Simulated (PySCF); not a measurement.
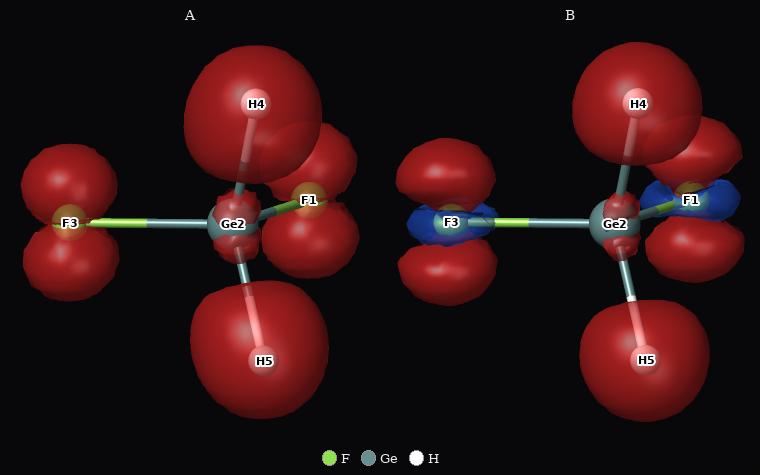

Figure. F₂GeH₂, SMILES `F[GeH2]F`. The Fukui function f⁻ from two separate SCF calculations and the density of the HOMO, at ±0.05 e/Å³ (red positive, blue negative).

Level of theory: B3LYP/def2-SVPD (PySCF), at a geometry from GFN2-xTB. No frequency check shows the geometry to be a minimum. GFN2-xTB bond lengths at metals and heavier atoms can be off by up to 0.1 Å and shapes distorted, which carries into these values.

The calculation's input:

```python
import numpy as np
from pyscf import gto, scf, dft
from pyscf.scf import atom_ks, atom_hf
from scipy.linalg import block_diag

def solve(mol, dm0=None, hcore=None):
    mf = (dft.UKS if mol.spin else dft.RKS)(mol, xc='b3lyp')
    mf.grids.level = 3
    mf = mf.density_fit(auxbasis='def2-universal-jkfit')
    mf.conv_tol, mf.max_cycle = 1e-8, 80
    if hcore is not None:
        mf.get_hcore = lambda *args: hcore
    mf.kernel(dm0)
    if not mf.converged:
        mf = mf.newton().run(mf.mo_coeff, mf.mo_occ, max_cycle=30)
    assert mf.converged, 'SCF not converged'
    return mf

mol = gto.M(atom='''
F      1.33756     0.73380     0.00009
Ge    -0.00006    -0.34854     0.00000
F     -1.33736     0.73396    -0.00009
H     -0.00081    -1.02819     1.32609
H      0.00080    -1.02819    -1.32609
''', basis='def2-svpd', charge=0, spin=0, verbose=4)
mf = solve(mol)
out = dict(e0=mf.e_tot, dm0=mf.make_rdm1(), c=mf.mo_coeff, occ=mf.mo_occ, eps=mf.mo_energy)
for name, dq, spin in [('cation', 1, 1)]:
    ion = mol.copy().set(charge=mol.charge + dq, spin=spin).build()
    mi = solve(ion)
    if spin and dq > 0 and mol.nao < 130:
        c, _, stable, _ = mi.stability(return_status=True)
        if not stable:
            mi = solve(ion, mi.make_rdm1(c, mi.mo_occ))
    print(name, 'vertical energy change / eV', (mi.e_tot - mf.e_tot) * 27.211386)
    out.update({'e_' + name: mi.e_tot, 'dm_' + name: mi.make_rdm1(), 's2_' + name: mi.spin_square()[0], 'eps_' + name: mi.mo_energy, 'occ_' + name: mi.mo_occ})
# spherically averaged free atoms, for the promolecule
atm = atom_ks.get_atm_nrks(mol, xc='b3lyp')
pro = block_diag(*[(atm[a[0]][2] * atm[a[0]][3]) @ atm[a[0]][2].T for a in mol._atom])
np.savez('result.npz', pro=pro, **out)
```

Run with:

```sh
OMP_NUM_THREADS=1 python input.py
```

The run took 110 s on 1 thread of Arm Neoverse V1, with other jobs on the host, peak memory 0.49 GiB.

Partitions, critical points and surface values were worked out afterwards from this run's density.

> Which panel is which, and how good is the frozen-orbital picture?

B is f⁻ (it has negative regions), A the HOMO density. The HOMO lies on Ge2 (25 %), F1 and F3 (19 % each) and H4 and H5 (19 % each); f⁻ (Hirshfeld-condensed) is largest on Ge2 (0.25), F1 and F3 (0.19 each) and H4 and H5 (0.18 each); the vertical ionisation energy is 12.80 eV. Relaxation shifts 1 % of the electron between atoms. The orbital energy is −10.04 eV.
